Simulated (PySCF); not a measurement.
Molecule: C2H9FGeSi, SMILES [CH2]([GeH3])C[SiH2]F. Atoms near the plane z = 0.0 Å, at the B3LYP/def2-SVP optimised geometry (x, y, z in Å): Ge5 (-0.5, -0.4, 0.0), H12 (1.0, -0.4, 0.0), H14 (-1.0, 1.1, 0.0).

Calculation: B3LYP/def2-TZVP (PySCF 2.14.0). Cells within 0.4 Å of a nucleus heavier than hydrogen are left out (blank, or x). The values are rescaled to run from 0 to 1.

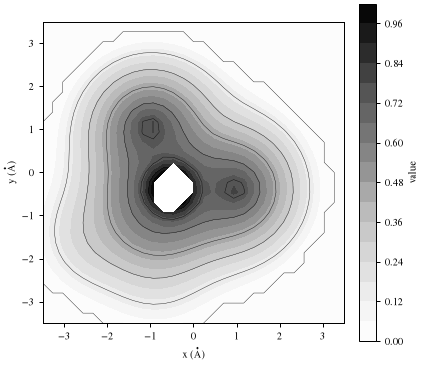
Figure: a field on the plane z = 0.0 Å.

Q: Which quantity is mapped?
A. Laplacian of the electron density
B. log10 of the electron density
C. an orbital amplitude
D. electrostatic potential

A: B, log10 of the electron density. In full: log10 of the electron density (e/bohr³), floored at −4.
